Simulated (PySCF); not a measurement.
## Electronic structure of GaB (triplet) in real space

| atom | x (Å) | y (Å) | z (Å) |
| --- | --- | --- | --- |
| Ga | 0.0000 | 0.0000 | -0.3088 |
| B | 0.0000 | 0.0000 | 1.9332 |

Level of theory: PBE0/aug-pcseg-1, non-relativistic, at a bond length of 2.242 Å (PySCF).

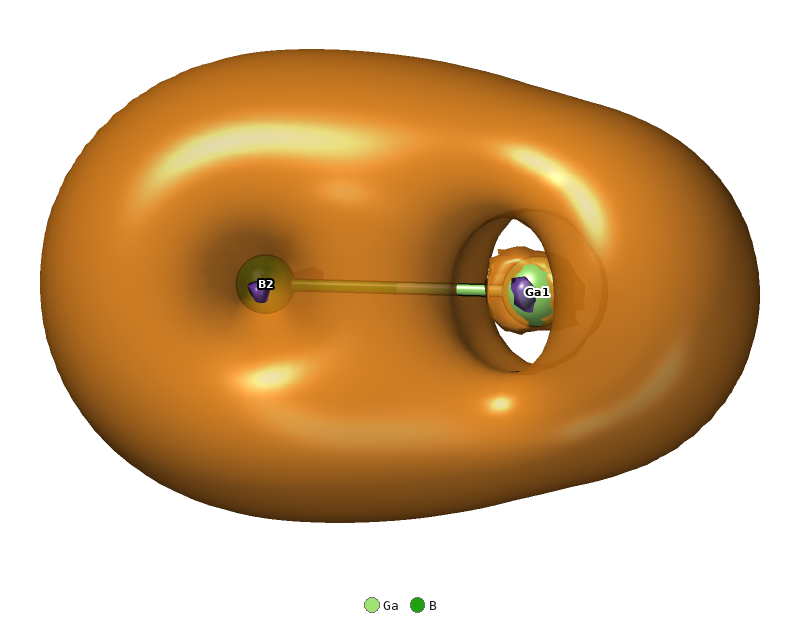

Figure 1. Isosurfaces of the spin density (α minus β) at +0.015 (orange) and −0.015 e/Å³ (purple), seen from one side.

Describe the spin distribution.

The unpaired spin (2 electrons) lies mostly on B2 (about 1.3) and Ga1 (about 0.7), in electrons by Hirshfeld's partition.

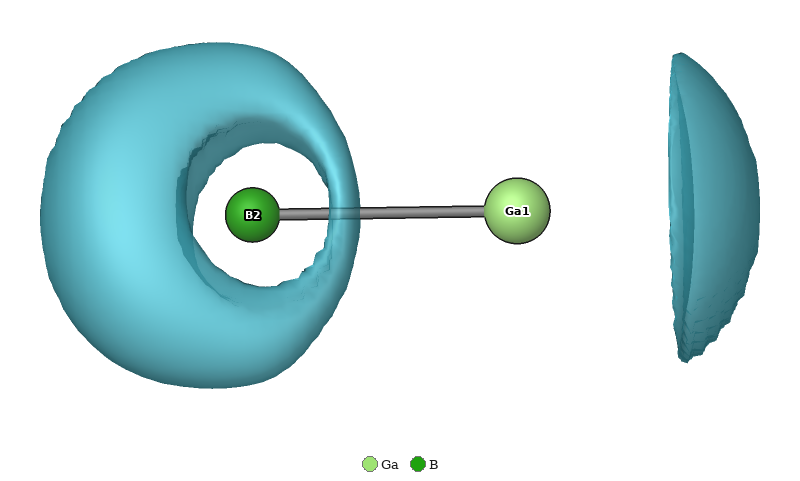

Figure 2. Isosurface of the electron localisation function at 0.9 (cyan), seen from one side. Core shells and regions of very low density are left out.

Describe the localisation domains.

At this value the surface marks out one lobe on B, pointing away from the bonds (non-bonding electrons) and one lobe on Ga, pointing away from the bonds (non-bonding electrons). Along the contacts the grid gives the following. Ga–B (2.24 Å): the ELF peaks at about 0.95 in the valence shell of B, 0.8 Å from its nucleus, and is about 0.60 at the midpoint.

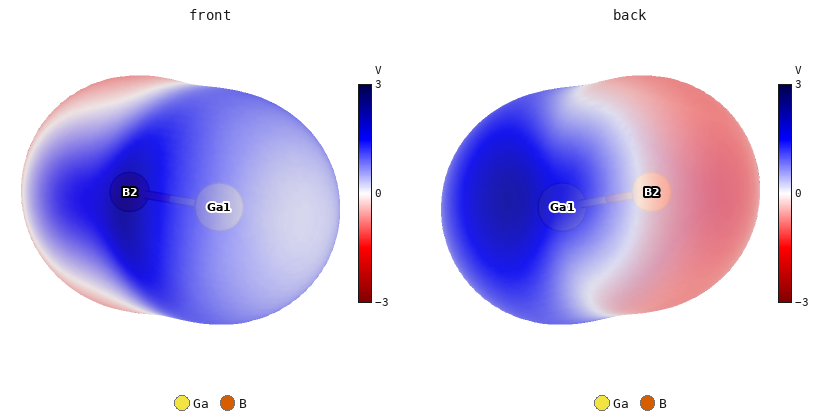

Figure 3. The molecular electrostatic potential painted on the density surface at 0.002 e/bohr³, seen from the front and from behind; red is negative and blue positive.

Which sites attract a positive test charge, and which a negative one?

A positive charge is drawn to the negative regions and a negative charge to the positive ones. The most negative region (about −0.8 V) lies over B2, the most positive (about +2.2 V) over Ga1.

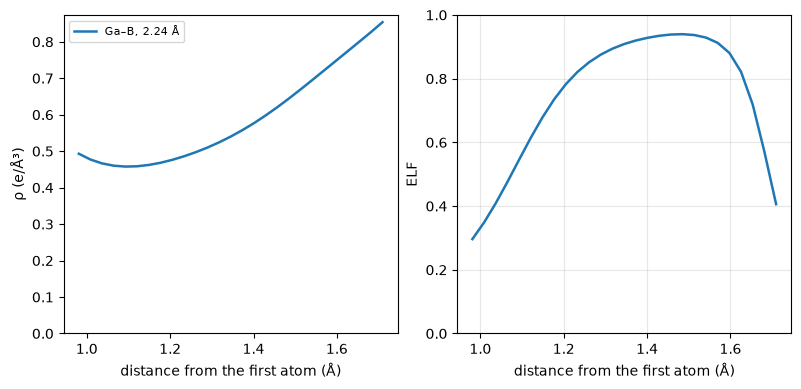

Figure 4. Total electron density and electron localisation function along straight lines between neighbouring atoms. The curves leave out the atomic cores.

What can be read from the curves?

Ga–B (2.24 Å): the density is about 0.46 e/Å³ at the midpoint; the ELF peaks at about 0.95 in the valence shell of B, 0.8 Å from its nucleus, and is about 0.60 at the midpoint.
